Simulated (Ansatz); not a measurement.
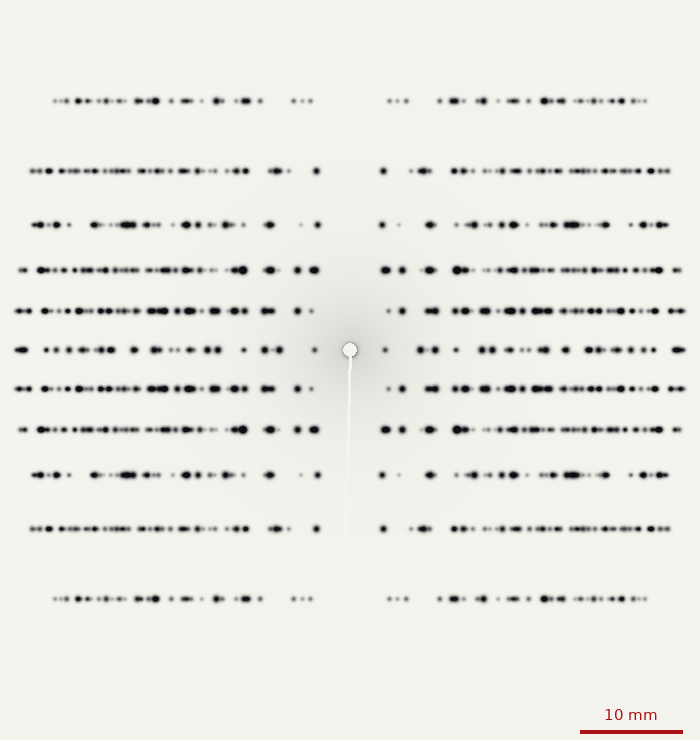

Simulated X-ray rotation photograph: Mo Kα radiation (λ = 0.7107 Å), cylindrical film of radius 30.0 mm unrolled, rotation axis vertical and normal to the beam, kinematic intensities without Lorentz or polarisation factors, the film spanning ±63° about the beam; spots down to d = 0.67 Å.

Q: Measure the layer lines and find the identity period along the axis.

A: The first layer line lies 3.8 mm from the equator, so tan ν = 0.128, sin ν = 0.127 and the period is λ/sin ν = 5.61 Å. Further lines follow at 7.9, 12.3, 17.6, 24.6 mm.

The crystal is Cd3C2, space group P4/mbm (No. 127), a = 5.611 Å, c = 6.129 Å. Structure: the geometry relaxed with DFT PBE, scalar-relativistic, plane waves, PAW (Ansatz 0.2.0); the starting structure was generated, so it need not be a known form of this composition.

Q: About which axis was it rotated?

A: About [100] (or an equivalent direction), whose length in the conventional cell is 5.611 Å.
